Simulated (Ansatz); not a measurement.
## Nudged elastic band, with input and output: CH₇GeNSi (part 2 of 2)

Continued. System: CH₇GeNSi. Method: RKS PBE0-D4/def2-SVP (Ansatz 0.2.0). It belongs to a series of runs on one base structure; here: band between the two ends.

Geometry of the input (Å):
```
Si -1.0749  1.5072  -0.4502
N  -1.3621  -0.1964  -0.1643
C  -0.5686  -1.1332  0.1343
Ge 1.4051  -1.0335  0.4082
H  -1.5433  1.8090  -1.8325
H  -1.8947  2.2660  0.5365
H  0.3622  1.9246  -0.3179
H  -0.9982  -2.1500  0.2661
H  1.7346  -0.0520  1.5465
H  2.0957  -0.5582  -0.8823
H  1.9094  -2.4404  0.7760
```

Output, continued:
```
NEB iter  33: max|band force component| = 6.783e-2 eV/Å  barrier→ = 3.3481 eV  barrier← = 1.7899 eV  CI = image 3  Δτ_max = 0.0070 Å  (126 SCF iters)
the calculation of the forces begins
reference -67009.14911666 eV, -2462.5408096046 hartree; 33, 33 occupied and 80, 80 virtual orbitals, 1230 factors
1229 factors; integrals over basis functions are off by at most 8.8e-4 eV
mean field -67007.37550324 eV, -2462.4756305137 hartree, gradient 1.5e-5 eV, S^2 0.000000; 1 other end points of the search recorded, 0 dependent functions left out
the calculation of the forces begins
reference -67007.37553396 eV, -2462.4756316428 hartree; 33, 33 occupied and 80, 80 virtual orbitals, 1229 factors
NEB iter  34: max|band force component| = 2.827e-2 eV/Å  barrier→ = 3.3480 eV  barrier← = 1.7898 eV  CI = image 3  Δτ_max = 0.0000 Å  (254 SCF iters)
```

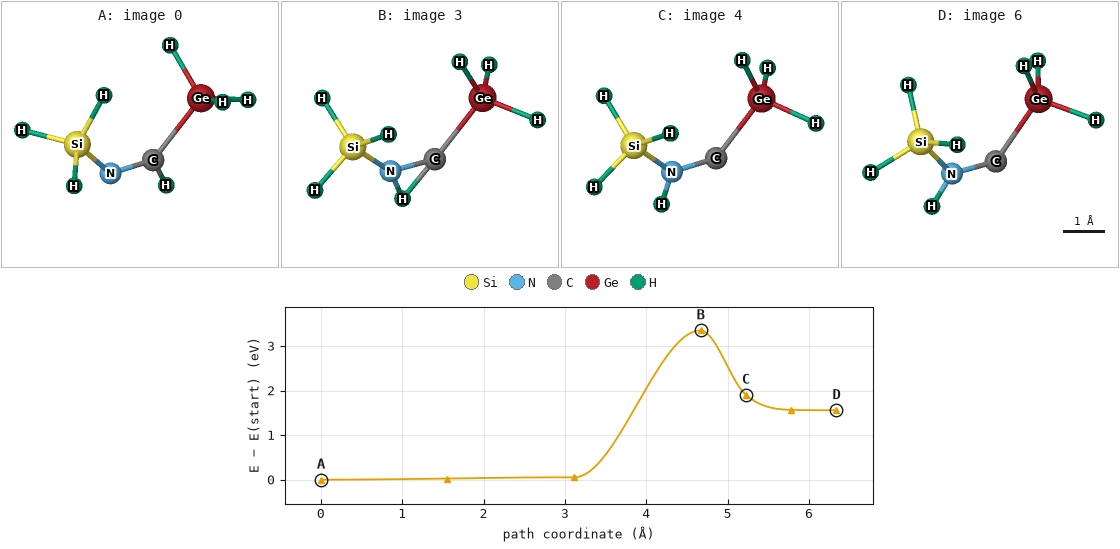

Fig. 1: Images of the last band (counted from 0; ball-and-stick, seen at a tilt) above the energy along the path; the line is a cubic interpolation that uses the forces. The highest image is number 3, 3.348 eV above the start and 1.790 eV above the end (the climbing image); the end lies 1.558 eV above the start. The path is 6.34 Å long. The band converged in 34 iterations.

```
Total energy: -67007.57620672 eV, -2462.4830062305 hartree
Atom 0 at    -1.207911     1.421607    -0.364606 Å, force    -0.001526    -0.002814     0.000139 eV/Å
Atom 1 at    -1.030113    -0.345945    -0.608940 Å, force     0.004869     0.001386    -0.001771 eV/Å
Atom 2 at    -0.166046    -1.311813    -0.329703 Å, force    -0.003413     0.003203     0.005441 eV/Å
Atom 3 at     1.556198    -1.051825     0.620634 Å, force    -0.000899    -0.000369     0.002005 eV/Å
Atom 4 at    -2.634278     1.737643    -0.643469 Å, force    -0.001307    -0.000889     0.003737 eV/Å
Atom 5 at    -0.864539     1.807593     1.037890 Å, force     0.003795     0.001441    -0.000990 eV/Å
Atom 6 at    -0.329465     2.149998    -1.327155 Å, force    -0.003833    -0.000775    -0.002559 eV/Å
Atom 7 at    -1.294636    -1.443281    -0.954863 Å, force     0.002122     0.000784    -0.006612 eV/Å
Atom 8 at     1.854704     0.444525     0.900751 Å, force     0.001134    -0.001006     0.000359 eV/Å
Atom 9 at     2.673309    -1.638191    -0.259056 Å, force    -0.000152    -0.000714     0.000163 eV/Å
Atom 10 at     1.508078    -1.827211     1.949018 Å, force    -0.000790    -0.000248     0.000087 eV/Å
Dipole moment:    -0.110102     0.243643    -0.006419 e Å
this run last wrote the band of iteration 34 to [file]; this run last wrote the band within `neb.f_tol` of iteration 29 to [file]
```

The last band as extended XYZ (Å, eV, eV/Å):
```
11
Properties=species:S:1:pos:R:3:forces:R:3 image=0 energy=-67010.92420
Si   -1.0749    1.5072   -0.4502    0.0001  -0.0014  -0.0010
N    -1.3621   -0.1964   -0.1643   -0.0015  -0.0001   0.0006
C    -0.5686   -1.1332    0.1343    0.0035   0.0020  -0.0006
Ge    1.4051   -1.0335    0.4082    0.0008   0.0006   0.0007
H    -1.5433    1.8090   -1.8325   -0.0003   0.0002   0.0001
H    -1.8947    2.2660    0.5365    0.0002   0.0006   0.0003
H     0.3622    1.9246   -0.3179   -0.0001   0.0001  -0.0005
H    -0.9982   -2.1500    0.2661   -0.0027  -0.0016   0.0001
H     1.7346   -0.0520    1.5465    0.0002  -0.0007   0.0004
H     2.0957   -0.5582   -0.8823   -0.0002   0.0005   0.0006
H     1.9094   -2.4404    0.7760   -0.0001  -0.0001  -0.0006
11
Properties=species:S:1:pos:R:3:forces:R:3 image=1 energy=-67010.89838
Si   -1.0918    1.5033   -0.4209    0.0055   0.0028  -0.0002
N    -1.3091   -0.2371   -0.3911   -0.0145  -0.0065   0.0000
C    -0.5052   -1.1699   -0.1097    0.0028   0.0062   0.0145
Ge    1.3917   -1.0157    0.4770    0.0048  -0.0021  -0.0066
H    -2.0430    2.0661   -1.4177    0.0073  -0.0001  -0.0120
H    -1.4236    2.0336    0.9352   -0.0134   0.0008   0.0007
H     0.2989    1.9277   -0.7921    0.0070  -0.0018   0.0122
H    -0.8866   -2.2132   -0.1610   -0.0020  -0.0011   0.0034
H     1.5767    0.2912    1.2678    0.0008  -0.0016  -0.0010
H     2.3360   -1.0184   -0.7386   -0.0012   0.0035  -0.0072
H     1.7213   -2.2244    1.3716    0.0029  -0.0001  -0.0038
11
Properties=species:S:1:pos:R:3:forces:R:3 image=2 energy=-67010.87258
Si   -1.1088    1.4996   -0.4636   -0.0079  -0.0166  -0.0091
N    -1.2069   -0.2472   -0.6220    0.0306   0.0188   0.0178
C    -0.4171   -1.1665   -0.2647   -0.0252  -0.0121   0.0031
Ge    1.3477   -1.0106    0.6386   -0.0008   0.0036  -0.0092
H    -2.4560    2.0685   -0.7395   -0.0024  -0.0034   0.0000
H    -0.6742    1.9435    0.8997    0.0022  -0.0016   0.0008
H    -0.1403    2.0153   -1.4801   -0.0062   0.0063  -0.0014
H    -0.7077   -2.2149   -0.4992   -0.0020   0.0093  -0.0134
H     1.4875    0.3618    1.3160    0.0034   0.0001   0.0000
H     2.4431   -1.1628   -0.4339    0.0068  -0.0089   0.0081
H     1.4980   -2.1436    1.6692    0.0015   0.0043   0.0033
11
Properties=species:S:1:pos:R:3:forces:R:3 image=3 energy=-67007.57618
Si   -1.2079    1.4216   -0.3646   -0.0015  -0.0028   0.0001
N    -1.0301   -0.3459   -0.6089    0.0049   0.0014  -0.0018
C    -0.1660   -1.3118   -0.3297   -0.0034   0.0032   0.0054
Ge    1.5562   -1.0518    0.6206   -0.0009  -0.0004   0.0020
H    -2.6343    1.7376   -0.6435   -0.0013  -0.0009   0.0037
H    -0.8645    1.8076    1.0379    0.0038   0.0014  -0.0010
H    -0.3295    2.1500   -1.3272   -0.0038  -0.0008  -0.0026
H    -1.2946   -1.4433   -0.9549    0.0021   0.0008  -0.0066
H     1.8547    0.4445    0.9008    0.0011  -0.0010   0.0004
H     2.6733   -1.6382   -0.2591   -0.0002  -0.0007   0.0002
H     1.5081   -1.8272    1.9490   -0.0008  -0.0002   0.0001
11
Properties=species:S:1:pos:R:3:forces:R:3 image=4 energy=-67009.02170
Si   -1.2035    1.3342   -0.3568    0.0474  -0.3070  -0.0557
N    -0.9627   -0.4864   -0.6223    0.2055  -0.5196   0.0225
C    -0.0361   -1.3628   -0.3091    0.4100  -0.2081   0.2002
Ge    1.5968   -1.0005    0.6382    0.1346   0.1945   0.1015
H    -2.6288    1.6793   -0.6436    0.0416  -0.1955  -0.0409
H    -0.8895    1.7075    1.0554    0.0280  -0.2334  -0.0784
H    -0.3254    2.1269   -1.2699    0.0116  -0.1874   0.0013
H    -1.6092   -1.1023   -1.1098   -1.1969   1.1584  -0.3730
H     1.9084    0.4779    0.9749    0.2387   0.1487   0.1556
H     2.7011   -1.5863   -0.2605    0.0399   0.0784   0.0454
H     1.5142   -1.8443    1.9238    0.0397   0.0710   0.0215
11
Properties=species:S:1:pos:R:3:forces:R:3 image=5 energy=-67009.35870
Si   -1.1095    1.2566   -0.3068    0.0127  -0.0119   0.0039
N    -1.0279   -0.5259   -0.6203   -0.0149  -0.0104  -0.0043
C    -0.1147   -1.4293   -0.3460   -0.0038  -0.0021  -0.0007
Ge    1.5465   -0.9332    0.5809   -0.0068   0.0095  -0.0084
H    -2.4975    1.6632   -0.6750    0.0124  -0.0047  -0.0074
H    -0.8463    1.5172    1.1330    0.0019  -0.0221   0.0068
H    -0.1183    1.9660   -1.1616    0.0218  -0.0197   0.0105
H    -1.8539   -0.9023   -1.1012   -0.0188   0.0204   0.0022
H     1.8836    0.5490    0.9273   -0.0041   0.0111  -0.0032
H     2.6798   -1.4812   -0.3045   -0.0006   0.0144  -0.0003
H     1.5234   -1.7371    1.8946    0.0002   0.0155   0.0007
11
Properties=species:S:1:pos:R:3:forces:R:3 image=6 energy=-67009.36601
Si   -1.0643    1.2505   -0.3102    0.0023  -0.0028   0.0044
N    -1.0809   -0.5411   -0.5629    0.0071   0.0014  -0.0112
C    -0.1824   -1.4572   -0.2790   -0.0085   0.0069  -0.0091
Ge    1.5151   -0.9301    0.5685    0.0125  -0.0004   0.0108
H    -2.3434    1.7551   -0.8902    0.0028  -0.0031   0.0034
H    -0.9949    1.5434    1.1470    0.0014  -0.0016  -0.0046
H     0.1054    1.8303   -1.0237   -0.0047  -0.0010   0.0013
H    -1.9302   -0.9034   -1.0129   -0.0004  -0.0019   0.0078
H     1.7797    0.5426    1.0084   -0.0005  -0.0027  -0.0034
H     2.6115   -1.3239   -0.4388   -0.0070   0.0009   0.0005
H     1.6497   -1.8230    1.8144   -0.0050   0.0043   0.0001
```

Summary:

- outcome: converged
- barrier, forward: 3.348 eV
- barrier, backward: 1.790 eV
- wall time: 4.7 min (CPU time 9 min)
- peak memory: 0.3 GiB

Remarks:

The order of the saddle point was not checked.
